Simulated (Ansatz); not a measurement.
## Electronic structure of CH$_{5}$F$_{2}$NSi (SMILES C[Si](N)(F)F) in real space

```xyz
10

C    -1.2356    0.3113   -0.4002
F    -0.8675   -2.4144    0.1826
F    -1.7807   -1.9085   -2.1417
N     0.7970   -1.3267   -1.7686
Si   -0.7386   -1.3463   -1.0367
H    -1.2946    1.0501   -1.2138
H    -2.2197    0.2566    0.0906
H    -0.5153    0.6818    0.3470
H     1.5670   -0.8025   -1.3679
H     1.1302   -2.1146   -2.3150
```

Geometry: r2SCAN-D4/def2-SVP.

Theory: isolated molecule in a Gaussian basis; Kohn-Sham density functional theory, functional PBE0 (Ansatz 0.2.0).

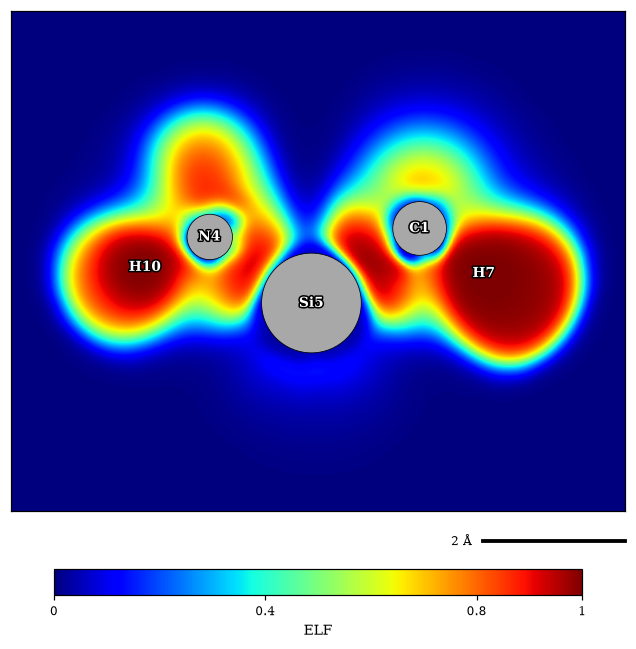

Figure 1. Electron localisation function on the plane of atoms C1, Si5 and N4. Grey discs cover the atomic cores.

Question: Interpret the plot.

Answer: The plane passes through C, N, Si and H nuclei. Si–N (1.70 Å): the ELF peaks at about 0.90 between the atoms; a shared but strongly polarised pair. C–Si (1.84 Å): the ELF peaks at about 0.95 between the atoms, as expected for a covalent bond. N–H (1.02 Å): the ELF climbs to about 1 towards the hydrogen, as it does in any bond to H (a covalent bond by its length). C–H (1.10 Å): the ELF climbs to about 1 towards the hydrogen: an ordinary covalent bond to hydrogen.

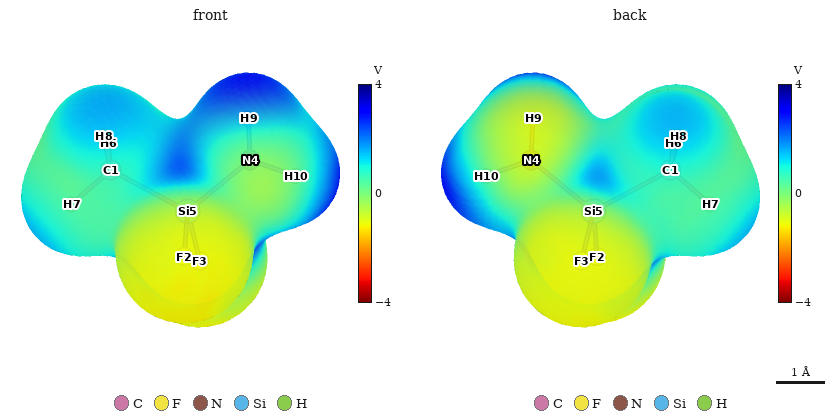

Figure 2. The electrostatic potential painted on the density surface at 0.004 e/bohr³, seen from the front and from behind; the colour scale runs from red (negative) to blue (positive).

Question: Which sites attract a positive test charge, and which a negative one?

Answer: A positive charge is drawn to the negative regions and a negative charge to the positive ones. The most negative region (about −1.2 V, or −28 kcal/mol for a unit charge) lies over F2, the most positive (about +2.9 V, or +67 kcal/mol for a unit charge) over H9 and H10.

Question: How polar is the molecule by this calculation?

Answer: Its dipole moment is 2.76 D.

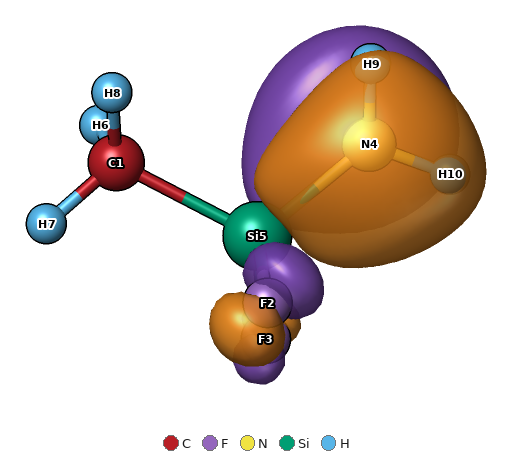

Figure 3. The HOMO at ±0.1 Å⁻³ᐟ² (orange and purple are the two phases), seen across its widest extent.

Question: Where does this orbital lie, and at what energy?

Answer: Its weight (Hirshfeld) is mainly on N4 (about 70 %); largely a lone pair of N4. Its energy is −8.22 eV.
